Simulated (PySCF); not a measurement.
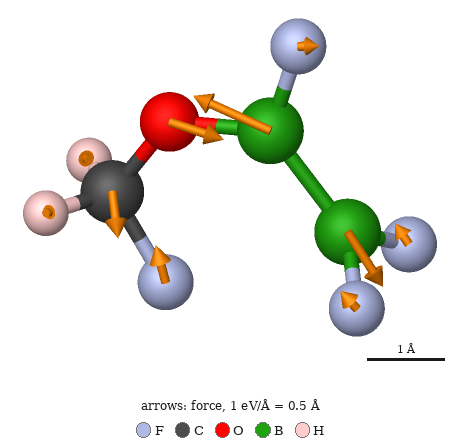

Starting geometry of CH2B2F4O with the computed forces as orange arrows. A ball-and-stick model, seen from a free direction.

The start comes from GFN2-xTB. Its atoms were then displaced at random by about 0.01 Å.

Method: PBE0-D3(BJ)/def2-SVP geometry optimisation, gas phase (PySCF). 

Q: What follows when this structure is relaxed?

A: It isn't relaxed: the largest force vector, on a B atom, is 2.25 eV/Å. The final displacements have little in common with the starting forces (cosine between the two patterns 0.23). The atom that moves furthest after the best rigid fit is an F atom (0.18 Å). Largest moves by element: F 0.18 Å, H 0.11 Å, B 0.10 Å, C 0.08 Å, O 0.04 Å. Near-neighbour distances that change, for instance: B–O 1.395 → 1.357 Å, C–F 1.403 → 1.370 Å, B–B 1.688 → 1.716 Å, C–H 1.088 → 1.102 Å. Bond angles that change, for instance: O–B–F 109.5° → 114.6°, F–B–F 111.3° → 116.3°, O–B–B 126.8° → 122.5°. The energy falls by 0.154 eV in 9 geometry steps. The run took 58 s on 1 thread of Arm Neoverse V1, with other jobs on the host.
